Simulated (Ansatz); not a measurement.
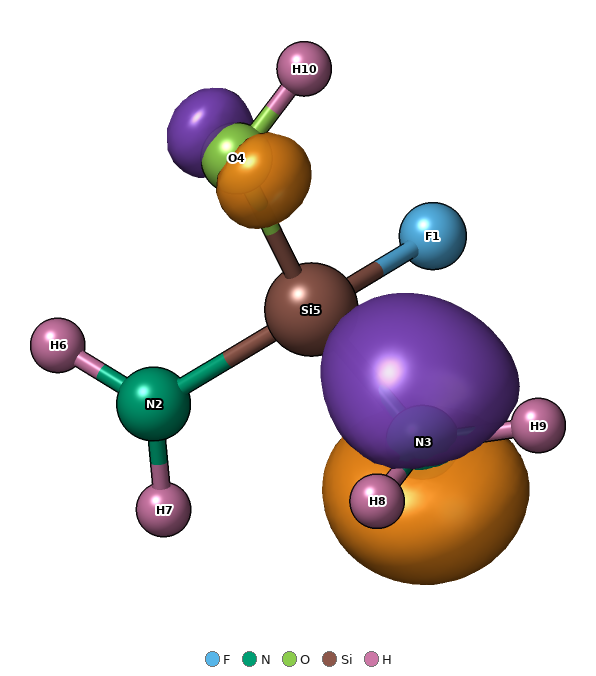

*FH$_{5}$N$_{2}$OSi (SMILES N[Si](N)(O)F). The HOMO at ±0.2 Å⁻³ᐟ² (orange and purple are the two phases), seen at a tilt.*

Geometry: B3LYP/6-31G*.

All numbers below come from isolated molecule in a Gaussian basis; Kohn-Sham density functional theory, functional PBE0 in Ansatz 0.2.0.

```yaml
atoms:
  - { symbol: F, position_ang: [0.5894, -1.0102, -1.4844] }
  - { symbol: N, position_ang: [-1.5350, -0.2492, 0.2399] }
  - { symbol: N, position_ang: [0.6583, -1.7270, 1.0241] }
  - { symbol: O, position_ang: [0.7691, 1.0458, 0.1091] }
  - { symbol: Si, position_ang: [0.1284, -0.4792, -0.0232] }
  - { symbol: H, position_ang: [-2.0012, 0.5968, -0.0574] }
  - { symbol: H, position_ang: [-2.1629, -1.0341, 0.3414] }
  - { symbol: H, position_ang: [0.5544, -1.6262, 2.0255] }
  - { symbol: H, position_ang: [1.4649, -2.2883, 0.7836] }
  - { symbol: H, position_ang: [1.5805, 1.1878, -0.3974] }
```

Q: Describe this orbital and give its energy.

A: By Hirshfeld shares it lies mainly on N3 (about 70 %) and O4 (about 10 %); largely a lone pair of N3. Its energy is −7.80 eV.
